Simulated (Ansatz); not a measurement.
## 3-layer 1T-VSSe (AA) in a perpendicular field

Wanted: the out-of-plane response of the 3-layer 1T-VSSe (AA). A positive field points along +c.

Calculated with Ansatz 0.2.0; plane-wave DFT, LDA+U, Ansatz PAW.

## Step 1: Starting point

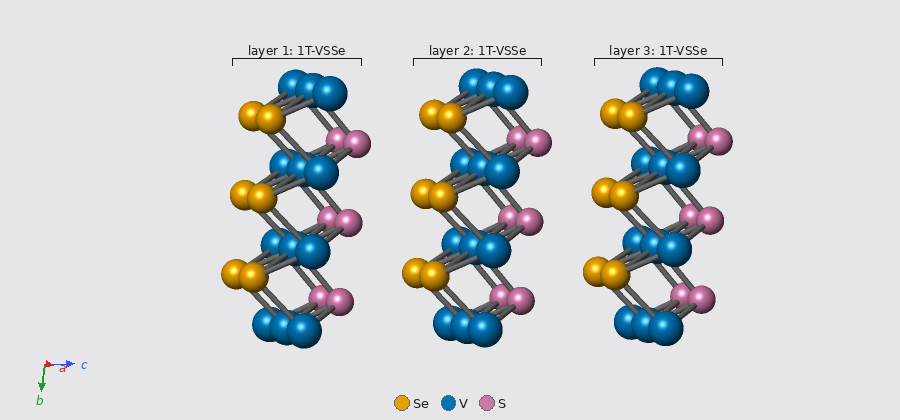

Start, viewed from the side, with the c axis across the page; selenium orange, vanadium blue, sulfur pink. 2×3×1 cells are drawn. Some periodic images of atoms are drawn too.

The cell holds 9 atoms: 3 Se, 3 V and 3 S. Cell: a = 3.250 Å, b = 3.250 Å, c = 63.398 Å, α = 90.0°, β = 90.0°, γ = 120.0°. Regions: layer 1: 1T-VSSe, 3 atoms (1 Se, 1 V and 1 S); layer 2: 1T-VSSe, 3 atoms (1 Se, 1 V and 1 S); layer 3: 1T-VSSe, 3 atoms (1 Se, 1 V and 1 S). Vacuum lies along c.

## Step 2: Relaxing the slab

The starting cell is a guess, so the in-plane lattice and the atoms are relaxed first, with the slab cut off from its images along the normal.

Contents of input.yaml:

```yaml
crystal:
  lattice:
    - [3.25, 0.0, 0.0]
    - [-1.625, 2.8145825623, 0.0]
    - [0.0, 0.0, 63.3982783689]
  atoms:
    - { symbol: Se, position: [0.6666666667, 0.3333333333, 0.3722498561] }
    - { symbol: V, position: [0.0, 0.0, 0.4005697401], spin: 1.0 }
    - { symbol: S, position: [0.3333333333, 0.6666666667, 0.4253442441] }
    - { symbol: Se, position: [0.6666666667, 0.3333333333, 0.473452806] }
    - { symbol: V, position: [0.0, 0.0, 0.50177269], spin: 1.0 }
    - { symbol: S, position: [0.3333333333, 0.6666666667, 0.526547194] }
    - { symbol: Se, position: [0.6666666667, 0.3333333333, 0.5746557559] }
    - { symbol: V, position: [0.0, 0.0, 0.6029756399], spin: 1.0 }
    - { symbol: S, position: [0.3333333333, 0.6666666667, 0.6277501439] }
  periodic: [true, true, false]
magnetization:
  spin_polarized: true
kpoints:
  mp_grid: { grid: [12, 12, 1] }
hamiltonian:
  xc: lda
  hubbard: { sites: [{ species: V, l: d, u_eff: 4.0 }] }
scf:
  occupations: { method: fermi_dirac, width: 0.05 }
  convergence: { dr2_threshold: 1.0e-09 }
relax:
  f_tol: 0.004
  max_steps: 90
  cell: {}
output:
  write_potential: true
  write_density: true
  volumetric_format: npy
```

On the command line:

```sh
$ ansatz run input.yaml --threads 8 --pin off --max-ram 12288MiB --backend cpu --events-out ev --progress --plain --runs-dir out
```

Numbers of over 12 decimals in the logs are rounded to 6 here.

The log of the run:

```text
Warning: relax.cell: scf.convergence.dr2_threshold = 1e-9 eV is looser than the 1.31128473229e-10 eV advised for a relaxation that steers and ends on the stress (1e-10 eV for each atom of the cell: 9, times the square of relax.cell.stress_2d_tol = 0.05 N/m over 26.2 Å (the atoms' height at the walk's start and 5 Å past either face), 1.909e-2 GPa, over a crystal's default 0.05). What an SCF threshold leaves in a stress goes as its square root, and in the free energy as the threshold itself, and one threshold admits the most on a small cell: [figures from the program's tests cut] Set scf.convergence.dr2_threshold to 1.31128473229e-10 eV or tighter. [rest of the remark cut]
Se: projections on atomic orbitals take those of the free atom [Ar] 3d10 4s2 4p4, of charge +0.00 (hamiltonian.pseudopotentials.projection_atoms); the dataset's partial waves leave at most 2.3e-6 of an orbital's norm unspanned inside its sphere
V: projections on atomic orbitals take those of the free atom [Ne] 3s2 3p6 3d3 4s2, of charge +0.00 (hamiltonian.pseudopotentials.projection_atoms); the dataset's partial waves leave at most 5.8e-7 of an orbital's norm unspanned inside its sphere
S: projections on atomic orbitals take those of the free atom [Ne] 3s2 3p4, of charge +0.00 (hamiltonian.pseudopotentials.projection_atoms); the dataset's partial waves leave at most 1.6e-7 of an orbital's norm unspanned inside its sphere
Engine: ansatz 0.2.0, aarch64-unknown-linux-gnu
Pseudopotentials: kind: paw
Pseudopotential: Se, paw, valence charge 16, recommended cutoff 420 eV (normal), Se.paw.azcp
Pseudopotential: V, paw, valence charge 13, recommended cutoff 420 eV (normal), V.paw.azcp
Pseudopotential: S, paw, valence charge 6, recommended cutoff 420 eV (normal), S.paw.azcp
Functional definition: SPW92
  exchange = slater_x
  correlation = pw_c
Crystal: 9 atoms, lattice volume = 579.929 Å³
Basis set: ecut = 420 eV, 11539 PW (Γ)
Bands: 65, of which v1, the nominal top of the filled ones, is band 53 counted from 1 (52 counted from 0)
Symmetry: 6 space group operations
Space group: P3m1 (ITA 156), of the structure as read, at distance tolerance 8.3e-5 Å
Magnetic group: BNS 156.49 (UNI 1279), of the structure as read, at distance tolerance 8.3e-5 Å
k-points: 19 of 144 (time reversal used)
Non-local potential: Se, projectors of the file, l = 0: 2, l = 1: 2, l = 2: 3, l = 3: 1
Non-local potential: V, projectors of the file, l = 0: 3, l = 1: 2, l = 2: 3, l = 3: 1
Non-local potential: S, projectors of the file, l = 0: 2, l = 1: 2, l = 2: 2
PAW form: soft (Blöchl's): semilocal exchange-correlation on the pseudo side does not see the compensation charge
PAW frozen core: Se, regenerated for the run's functional, and the local potential with it (the file was generated under x = pbe(κ = 0.804, μ = 0.219515), c = pbe(β = 0.066725))
PAW frozen core: V, regenerated for the run's functional, and the local potential with it (the file was generated under x = pbe(κ = 0.804, μ = 0.219515), c = pbe(β = 0.066725))
PAW frozen core: S, regenerated for the run's functional, and the local potential with it (the file was generated under x = pbe(κ = 0.804, μ = 0.219515), c = pbe(β = 0.066725))
PAW one-centre angular grid: Se, 590 points (default); XC on 64 Gauss nodes
PAW one-centre angular grid: V, 590 points (default); XC on 64 Gauss nodes
PAW one-centre angular grid: S, 110 points (default); XC on 64 Gauss nodes
Initial density: superposition of atomic densities (neutral atoms: chi_scale 0, normalization atom)
Starting moments: Σ|m| = 3 μB on 3 of 9 sites
Initial wavefunctions: pseudopotential atomic-orbital guess
Functional: x = slater, c = lda
SCF iter   1: F=—  HF=-27333.765589 eV  |F-HF|=—  |Δ(HF+E_count)|=         —  Δρ=2.09e-2 (↑1.54e-2 ↓2.09e-2)  dr2=9.32e0  dr2_m=1.06e-1  M=2.851 μB ∫|m|=4.183 μB  β_m=1.00  ethr=3.10e-3  ⟨swp⟩=13.6  Hψ=14357  notcnv=0
preconditioner: auto → none  [metal: Δε(μ)=0.066 eV  Ē_g=7.258 eV  σ=0.050 eV  W_gap=0.32  n_scr=40 (ndim 8)  ℏωp=11.0 eV  f_vac=0.686  D(μ)=3.30/eV (n_scr^D=20)  sad-step TF]
SCF iter   2: F=—  HF=-27333.004153 eV  |F-HF|=—  |Δ(HF+E_count)|=   7.61e-1  Δρ=1.75e-2 (↑1.75e-2 ↓7.37e-3)  dr2=7.64e0  dr2_m=5.15e-1  M=3.662 μB ∫|m|=5.758 μB  β_m=1.00  ethr=3.10e-3  ⟨swp⟩=3.4  Hψ=5023  notcnv=0  defer=85
SCF iter   3: F=—  HF=-27350.658668 eV  |F-HF|=—  |Δ(HF+E_count)|=    1.77e1  Δρ=7.95e-2 (↑7.95e-2 ↓6.20e-2)  dr2=5.98e3  dr2_m=1.57e0  M=3.102 μB ∫|m|=4.106 μB  β_m=0.30  ethr=3.10e-3  ⟨swp⟩=7.4  Hψ=7628  notcnv=0  defer=90
SCF iter   4: F=—  HF=-27411.372748 eV  |F-HF|=—  |Δ(HF+E_count)|=    6.07e1  Δρ=1.04e-1 (↑9.79e-2 ↓1.04e-1)  dr2=1.94e4  dr2_m=2.23e0  M=1.809 μB ∫|m|=2.391 μB  β_m=0.30  ethr=3.10e-3  ⟨swp⟩=15.2  Hψ=12692  notcnv=0  defer=164
SCF iter   5: F=—  HF=-27360.307641 eV  |F-HF|=—  |Δ(HF+E_count)|=    5.11e1  Δρ=9.19e-2 (↑9.19e-2 ↓9.09e-2)  dr2=1.68e3  dr2_m=1.20e0  M=1.443 μB ∫|m|=1.727 μB  β_m=0.30  ethr=3.10e-3  ⟨swp⟩=9.8  Hψ=11380  notcnv=0  defer=105
SCF iter   6: F=—  HF=-27364.572529 eV  |F-HF|=—  |Δ(HF+E_count)|=    4.26e0  Δρ=8.18e-2 (↑8.18e-2 ↓7.68e-2)  dr2=2.66e3  dr2_m=9.01e-1  M=1.746 μB ∫|m|=1.896 μB  β_m=0.30  ethr=3.10e-3  ⟨swp⟩=7.9  Hψ=7573  notcnv=0  defer=145
SCF iter   7: F=—  HF=-27334.324742 eV  |F-HF|=—  |Δ(HF+E_count)|=    3.02e1  Δρ=2.52e-2 (↑2.52e-2 ↓2.28e-2)  dr2=8.38e1  dr2_m=7.59e-2  M=1.882 μB ∫|m|=2.878 μB  β_m=0.30  ethr=3.10e-3  ⟨swp⟩=5.9  Hψ=6786  notcnv=0  defer=60
SCF iter   8: F=—  HF=-27333.159669 eV  |F-HF|=—  |Δ(HF+E_count)|=    1.17e0  Δρ=1.89e-2 (↑1.19e-2 ↓1.89e-2)  dr2=1.56e1  dr2_m=1.59e-1  M=2.586 μB ∫|m|=3.650 μB  β_m=1.00  ethr=3.10e-3  ⟨swp⟩=5.0  Hψ=5109  notcnv=0  defer=94
SCF iter   9: F=—  HF=-27332.767411 eV  |F-HF|=—  |Δ(HF+E_count)|=   3.92e-1  Δρ=1.51e-2 (↑1.16e-2 ↓1.51e-2)  dr2=1.00e1  dr2_m=1.21e-1  M=3.005 μB ∫|m|=4.438 μB  β_m=1.00  ethr=3.10e-3  ⟨swp⟩=3.4  Hψ=3985  notcnv=0  defer=90
SCF iter  10: F=—  HF=-27333.119163 eV  |F-HF|=—  |Δ(HF+E_count)|=   3.52e-1  Δρ=2.09e-2 (↑2.09e-2 ↓9.50e-3)  dr2=3.12e1  dr2_m=3.57e-1  M=3.569 μB ∫|m|=5.319 μB  β_m=0.30  ethr=3.10e-3  ⟨swp⟩=5.4  Hψ=6404  notcnv=0  defer=92
SCF iter  11: F=—  HF=-27333.008471 eV  |F-HF|=—  |Δ(HF+E_count)|=   1.11e-1  Δρ=2.04e-2 (↑2.04e-2 ↓4.20e-3)  dr2=4.33e0  dr2_m=5.95e-1  M=4.127 μB ∫|m|=6.252 μB  β_m=1.00  ethr=3.10e-3  ⟨swp⟩=7.2  Hψ=6398  notcnv=0  defer=89
SCF iter  12: F=—  HF=-27333.167746 eV  |F-HF|=—  |Δ(HF+E_count)|=   1.59e-1  Δρ=1.24e-2 (↑1.24e-2 ↓3.28e-3)  dr2=2.23e1  dr2_m=1.48e-1  M=4.247 μB ∫|m|=6.745 μB  β_m=0.30  ethr=3.10e-3  ⟨swp⟩=4.8  Hψ=4686  notcnv=0  defer=97
[...]
SCF iter  66: F=-27334.951093 eV  HF=-27334.951093 eV  |F-HF|=1.74e-9  |Δ(HF+E_count)|=  1.67e-10  Δρ=1.94e-8 (↑1.94e-8 ↓1.61e-8)  dr2=1.45e-10  dr2_m=6.82e-13  M=4.156 μB ∫|m|=7.148 μB  β_m=1.00  ethr=1.00e-12  ⟨swp⟩=1.6  Hψ=5410  notcnv=0  κ⁻¹=9.8e-7(r=6)
iter 67 met the thresholds in force, and the SCF goes on: an eigenvalue changes by 3.12 meV, over its tolerance of 1.00 meV (output.eigenvalues, Limitations)
SCF iter  67: F=-27334.951093 eV  HF=-27334.951093 eV  |F-HF|=2.26e-10  |Δ(HF+E_count)|=  4.55e-10  Δρ=2.94e-8 (↑2.94e-8 ↓9.38e-9)  dr2=3.36e-11  dr2_m=8.01e-13  M=4.156 μB ∫|m|=7.148 μB  β_m=1.00  ethr=1.00e-12  ⟨swp⟩=1.4  Hψ=5276  notcnv=0  κ⁻¹=6.7e-7(r=7)
SCF iter  68: F=-27334.951093 eV  HF=-27334.951093 eV  |F-HF|=2.36e-10  |Δ(HF+E_count)|=  3.17e-10  Δρ=1.24e-8 (↑1.24e-8 ↓1.04e-8)  dr2=2.13e-11  dr2_m=5.41e-14  M=4.156 μB ∫|m|=7.148 μB  ethr=1.00e-12  ⟨swp⟩=1.3  Hψ=5036  notcnv=0
SCF 1 converged in 68 iterations: F = -27334.951093 eV  dr2 = 2.13e-11
Symmetry: 2 space group operations
k-points: 43 of 144 (time reversal used)
Initial density: read from a saved state, or passed on in memory by an earlier SCF of this step, an earlier step, the calling program or the single point that the run made first
Initial wavefunctions: those read from a saved state, or passed on in memory by an earlier step or the calling program
iter 1 solved again at ethr=1.00e-12 eV; its pass at ethr=9.52e-7 eV (dr2=2.51e-11 eV) is discarded
SCF iter   1: F=—  HF=-27334.951093 eV  |F-HF|=—  |Δ(HF+E_count)|=         —  Δρ=1.45e-8 (↑1.45e-8 ↓1.09e-8)  dr2=2.53e-11  dr2_m=6.73e-14  M=4.156 μB ∫|m|=7.148 μB  ethr=1.00e-12  ⟨swp⟩=1.7  Hψ=37236  notcnv=0
SCF iter   2: F=—  HF=-27334.951151 eV  |F-HF|=—  |Δ(HF+E_count)|=   5.77e-5  Δρ=1.53e-4 (↑1.53e-4 ↓4.69e-5)  dr2=2.68e-3  dr2_m=2.26e-5  M=4.154 μB ∫|m|=7.145 μB  ethr=9.52e-7  ⟨swp⟩=1.0  Hψ=15272  notcnv=0
SCF iter   3: F=—  HF=-27334.951094 eV  |F-HF|=—  |Δ(HF+E_count)|=   5.75e-5  Δρ=9.28e-6 (↑9.28e-6 ↓1.68e-6)  dr2=1.48e-5  dr2_m=9.53e-8  M=4.156 μB ∫|m|=7.148 μB  ethr=9.52e-7  ⟨swp⟩=1.0  Hψ=11526  notcnv=0
SCF iter   4: F=—  HF=-27334.951093 eV  |F-HF|=—  |Δ(HF+E_count)|=   1.06e-7  Δρ=3.36e-6 (↑3.36e-6 ↓4.04e-7)  dr2=3.31e-6  dr2_m=1.43e-8  M=4.156 μB ∫|m|=7.148 μB  ethr=1.44e-8  ⟨swp⟩=1.0  Hψ=11524  notcnv=0
SCF iter   5: F=—  HF=-27334.951093 eV  |F-HF|=—  |Δ(HF+E_count)|=   2.38e-8  Δρ=7.56e-7 (↑7.56e-7 ↓2.21e-7)  dr2=9.07e-8  dr2_m=5.68e-10  M=4.156 μB ∫|m|=7.148 μB  ethr=3.20e-9  ⟨swp⟩=1.0  Hψ=11525  notcnv=0
SCF iter   6: F=—  HF=-27334.951093 eV  |F-HF|=—  |Δ(HF+E_count)|=   1.13e-9  Δρ=3.87e-7 (↑3.87e-7 ↓1.04e-7)  dr2=4.39e-8  dr2_m=1.72e-10  M=4.156 μB ∫|m|=7.148 μB  ethr=8.84e-11  ⟨swp⟩=1.0  Hψ=11532  notcnv=0
SCF iter   7: F=—  HF=-27334.951093 eV  |F-HF|=—  |Δ(HF+E_count)|=  5.60e-10  Δρ=2.26e-7 (↑2.26e-7 ↓4.11e-8)  dr2=1.45e-8  dr2_m=6.01e-11  M=4.156 μB ∫|m|=7.148 μB  ethr=4.24e-11  ⟨swp⟩=1.0  Hψ=11535  notcnv=0
SCF iter   8: F=—  HF=-27334.951093 eV  |F-HF|=—  |Δ(HF+E_count)|=  7.28e-12  Δρ=1.67e-7 (↑1.67e-7 ↓2.68e-8)  dr2=7.73e-9  dr2_m=3.24e-11  M=4.156 μB ∫|m|=7.148 μB  ethr=1.40e-11  ⟨swp⟩=1.0  Hψ=11551  notcnv=0
SCF iter   9: F=-27334.951093 eV  HF=-27334.951093 eV  |F-HF|=1.16e-10  |Δ(HF+E_count)|=  8.73e-11  Δρ=3.41e-8 (↑3.41e-8 ↓1.02e-8)  dr2=2.07e-10  dr2_m=1.10e-12  M=4.156 μB ∫|m|=7.148 μB  ethr=1.00e-12  ⟨swp⟩=1.0  Hψ=11548  notcnv=0
a single-point calculation of the run's input, under the relaxation's own `scf.mixing.negative_modes` where the relaxation goes by `scf.lower_state_search: light` itself or types `scf.max_iter`, was made at the relaxed geometry, from the atoms, in 77 SCF iterations in all. It converged -0.0 meV from the relaxation's final energy, with moments (-0.20, 1.59, -0.16, -0.21, 1.58, -0.17, -0.22, 1.57, -0.16 Bohr magnetons, atom by atom), which does not count as lower, and the relaxation's result stands. No further magnetic order was relaxed to its end, and one can end lower (see `relax.adjacent_minimum`).
SCF converged after 8 iterations
Magnetization: 4.1556 μB (54.5778 up, 50.4222 down)
Absolute magnetization: 7.1076 μB (∫|ρ↑−ρ↓|, with the PAW one-centre terms)
Spin contamination: 0.8820 ħ² per cell (⟨S²⟩ above its minimum at these occupations)
Per-site moments (μB) at R_I (Å): [(-0.201894, 1.051248), (1.591384, 0.965340), (-0.158998, 0.965340), (-0.208975, 1.048584), (1.581953, 0.965837), (-0.165793, 0.965837), (-0.217858, 1.049328), (1.565188, 0.965085), (-0.155496, 0.965085)]
Free energy (F): -27334.951093 eV
Harris-Foulkes:  -27334.951093 eV  (|F-HF|=2.67e-7)
Internal energy: -27334.916305 eV  (E = F + TS)
E sigma→0 (E₀):  -27334.933699 eV
Entropy (-TS):   -0.034789 eV (-3.865 meV/atom)
Fermi energy:    -6.148573 eV
--- Per-component energies (eV) ---
  E_band       = -3369.337323
  E_kinetic    = 1685.388753
  E_local      = -1071671.672775  (includes V_loc(G=0)·N_el)
  E_nonlocal   = -1796.858442
  E_hartree    = 534721.608986
  E_xc         = -986.896973
  E_vxc        = -1052.399863  (∫ρ·V_xc dr)
  E_hubbard    = 9.255911  (on-site DFT+U / exact-exchange correction)
  E_vhub       = -3.793989  (the Hubbard potential's part of the band-sum identity)
  E_paw        = -10373.774845  (= ΣΔE_a)
  E_vpaw       = 26.768249  (= ΣTr[D̂ρ^β])
  E_aug_tail   = -0.001036  (compensation charges beyond the density's cutoff)
  E_ewald      = 521069.883987
  E_core_change = 8.150129  (= ΣΔE_core)
  E_smearing   = -0.034789  (= −TS)
  E_closure    = 0.000000  (closes the sum)
  Σ components = -27334.951093   (vs F -27334.951093, Δ=0.00e0)
--- Forces (eV/Å), atoms counted from 1 ---
  atom   1  Se    -0.00000000     0.00000000    -0.00005461
  atom   2  V      0.00000000    -0.00000000    -0.00031556
  atom   3  S      0.00000000    -0.00000000     0.00016220
  atom   4  Se     0.00000000    -0.00000000    -0.00026078
  atom   5  V      0.00000000    -0.00000000    -0.00026804
  atom   6  S      0.00000000    -0.00000000    -0.00000405
  atom   7  Se    -0.00000000    -0.00000000    -0.00017771
  atom   8  V      0.00000000     0.00000000    -0.00013735
  atom   9  S      0.00000000    -0.00000000    -0.00017703
  max |Σ_I F_I| component: 1.23e-3 eV/Å
--- 2D stress c σ (N/m, compression-positive) ---
        0.000022       0.000000       0.000000
        0.000000       0.000022       0.000000
        0.000000       0.000000       0.000000
  P = ½ c Tr σ = 0.0000 N/m
--- Band table (eV; the first three rows and the last of 38) ---
  k-point 0 ↑: bands = [... 49 lower, -7.3846, -6.4765, -5.1050, -5.1050, -4.9883, -4.9883, -4.9455, -4.9332, ... 8 higher]
  k-point 1 ↑: bands = [... 49 lower, -7.1460, -6.3942, -5.7273, -5.6124, -5.5477, -5.1265, -5.0034, -4.9375, ... 8 higher]
  k-point 2 ↑: bands = [... 49 lower, -6.9386, -6.6107, -6.4691, -6.3868, -6.2288, -5.2409, -5.1033, -5.0147, ... 8 higher]
  k-point 18 ↓: bands = [... 49 lower, -7.9021, -7.7980, -3.2520, -3.2305, -3.2151, -2.8827, -2.8094, -2.7262, ... 8 higher]
  the weakly bound empty levels are not read free of the cell's end (hubbard_term)
--- Relaxed structure (10 steps of the walk, 10 accepted, 2 SCFs on fresh bases) ---
  F+E_penalty+E_count = -27334.95109339 eV   max|allowed force component| = 2.992e-4 eV/Å   (the final SCF, on the basis selected at the relaxed cell)
  cell:  # Å, volume = 608.4195 Å³
    - [3.328875, 5.837942651071552e-18, 0]
    - [-1.664438, 2.882891, 0]
    - [0, 0, 63.3982783689]
  atoms:
    - { symbol: Se, position: [0.666667, 0.333333, 0.384188] }
    - { symbol: V, position: [-1.4462054658267944e-17, 0, 0.410586] }
    - { symbol: S, position: [0.333333, 0.666667, 0.431647] }
    - { symbol: Se, position: [0.666667, 0.333333, 0.476115] }
    - { symbol: V, position: [-8.448146553024273e-19, 0, 0.502358] }
    - { symbol: S, position: [0.333333, 0.666667, 0.523452] }
    - { symbol: Se, position: [0.666667, 0.333333, 0.567785] }
    - { symbol: V, position: [1.285597623652326e-17, 0, 0.594071] }
    - { symbol: S, position: [0.333333, 0.666667, 0.615115] }
```

Elapsed: 22 min, on 8 threads of Arm Neoverse V2, shared host; peak memory 7.1 GiB; 2.8 h of CPU time.

Step by step:

| step | energy less that of the first step (eV) | largest force component (eV/Å) | volume (Å³) |
| --- | --- | --- | --- |
| 1 | 0.0000 | 1.6821 | 579.93 |
| 2 | -0.6104 | 0.4439 | 606.17 |
| 3 | -0.6717 | 0.1385 | 601.64 |
| 4 | -0.7047 | 0.0801 | 603.24 |
| 5 | -0.7197 | 0.0864 | 606.12 |
| 6 | -0.7210 | 0.0070 | 607.39 |
| 7 | -0.7210 | 0.0013 | 607.92 |
| 8 | -0.7210 | 0.0026 | 608.00 |
| 9* | -0.7237 | 0.0026 | 608.00 |
| 10 | -0.7237 | 0.0096 | 608.56 |
| 11 | -0.7237 | 0.0003 | 608.42 |
| 12* | -0.7238 | 0.0003 | 608.42 |
| 12* | -0.7238 | 0.0003 | 608.42 |

Relaxation steps marked * repeat the geometry before them on a plane-wave basis chosen anew for their cell, so energy and pressure can jump there.

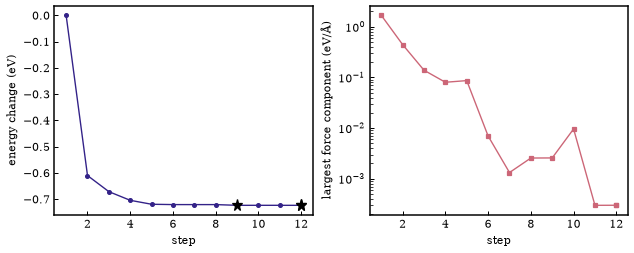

Energy and largest force along the relaxation. Stars mark steps on a basis chosen anew.

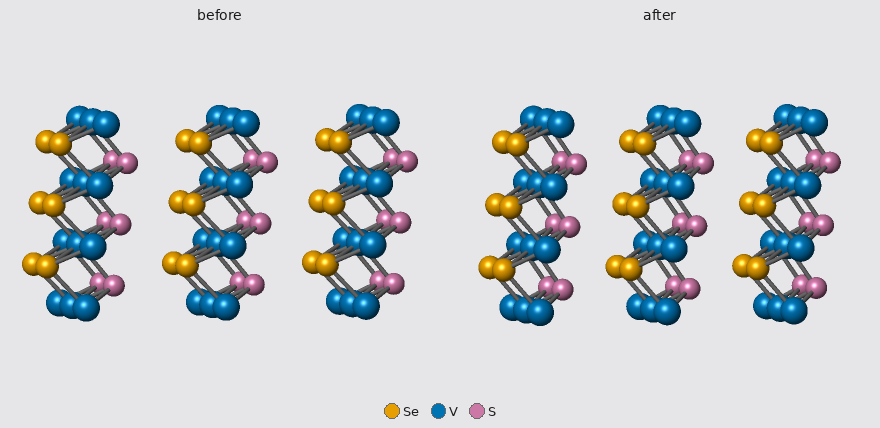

Before and after, at one scale.

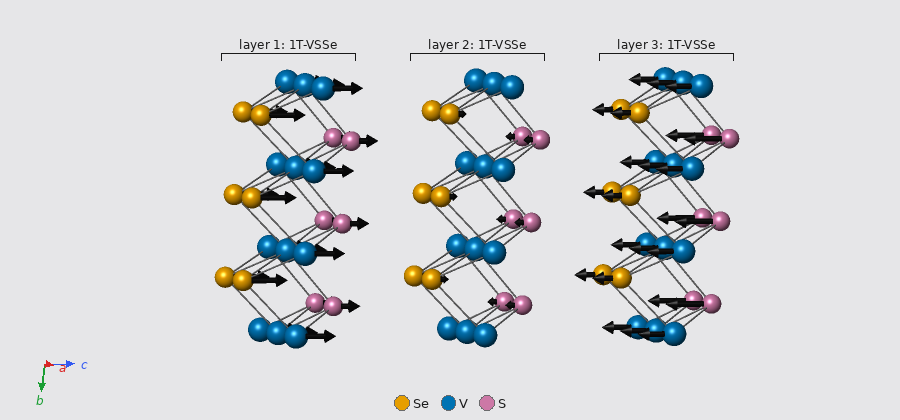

Displacements in the relaxation, exaggerated, measured against the changing cell; the longest in the cell stands for 0.80 Å. 2×3×1 cells are drawn. Some periodic images of atoms are drawn too.

| cell as run | before | after | change |
| --- | --- | --- | --- |
| a (Å) | 3.250 | 3.329 | +2.4 % |
| b (Å) | 3.250 | 3.329 | +2.4 % |

The atoms that moved most (Å, along periodic axes as changes of fractional coordinates times the final cell, across vacuum about the mean position):

```
atom     dx     dy      dz  length
  S9  0.000  0.000  -0.801   0.801
 Se1  0.000  0.000   0.757   0.757
  V2  0.000  0.000   0.635   0.635
  V8  0.000  0.000  -0.565   0.565
 Se7  0.000  0.000  -0.436   0.436
  S3  0.000  0.000   0.400   0.400
  S6  0.000  0.000  -0.196   0.196
 Se4  0.000  0.000   0.169   0.169
```

Numbers from this step:

```
energy at zero smearing : -27334.9337 eV
total moment            : 4.156 μB
```

Site moment by atom:

```csv
atom,site moment (μB)
Se1,-0.20
V2,1.59
S3,-0.16
Se4,-0.21
V5,1.58
S6,-0.17
Se7,-0.22
V8,1.57
S9,-0.16
```

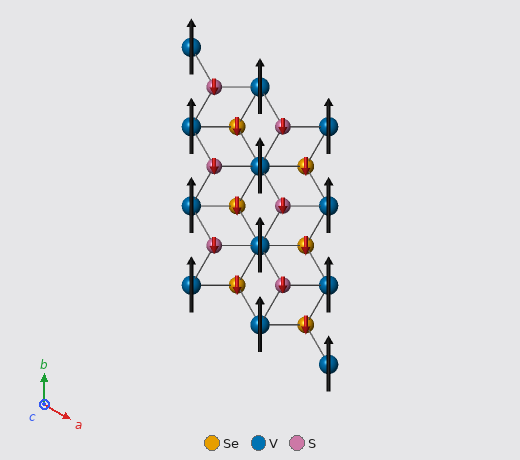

Site moment as arrows, the longest 1.59 μB. Up and down stand for the sign. Arrows give size and sign along the axis of quantisation, drawn up and down the page. Each arrow also spans its atom, so small moments look longer than they are. The two directions have two colours. 2×3×1 cells are drawn. Some periodic images of atoms are drawn too.

The lattice constant a goes from 3.250 to 3.329 Å.

[end of part 1 of 3]

[Logs are printed without paths, hosts, clocks, repeated set-up lines and the standing remarks that a program may print on its own settings, such as how far it seeks lower states.]

[Hosts, paths, dates, database ids (printed as entryN), source tags and the programs' standing remarks are cut or masked in the printed files.]

[Maps of the electrostatic potential energy from Ansatz leave out the sawtooth potential of an applied field or a dipole correction, so their vacuum need not be flat; planar profiles and work functions include it.]
